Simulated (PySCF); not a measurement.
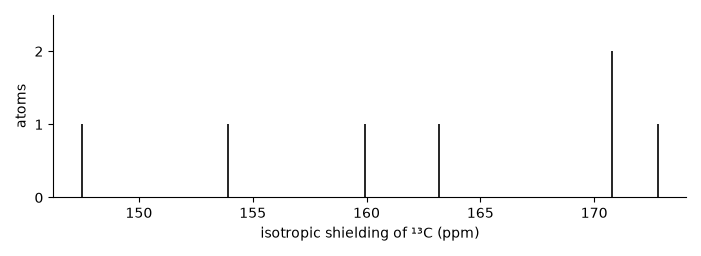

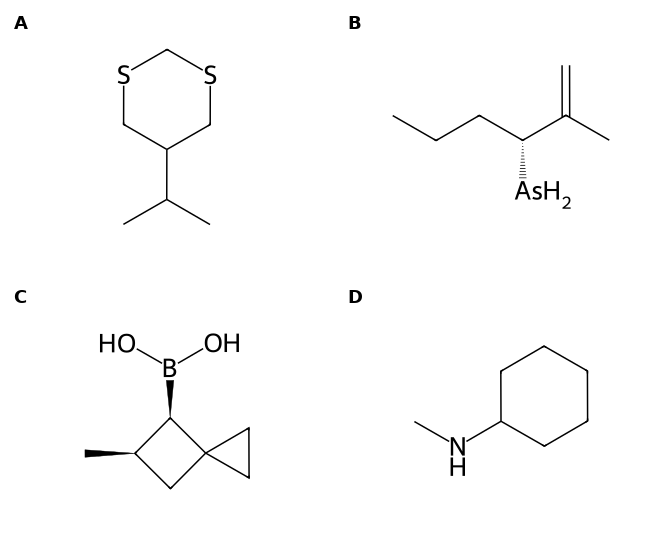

The sticks are computed shieldings of one of the molecules, for one fixed geometry (GFN2-xTB) without averaging over rotations. Low shielding means a high chemical shift. Method: GIAO PBE0/pcSseg-1 NMR shielding, non-relativistic, gas phase (PySCF 2.14.0).

**Which molecule gives this pattern?**

C, `C[C@@H]1CC2(CC2)[C@@H]1B(O)O`. Its 7 C atoms give lines at 147.5, 153.9, 159.9, 163.2, 170.8 (2 atoms), 172.8 ppm.

The geometry is semi-empirical. Around As, B such bond lengths and angles can be off by a tenth of an ångström or more and by several degrees, and values that hang on the shape move with them.
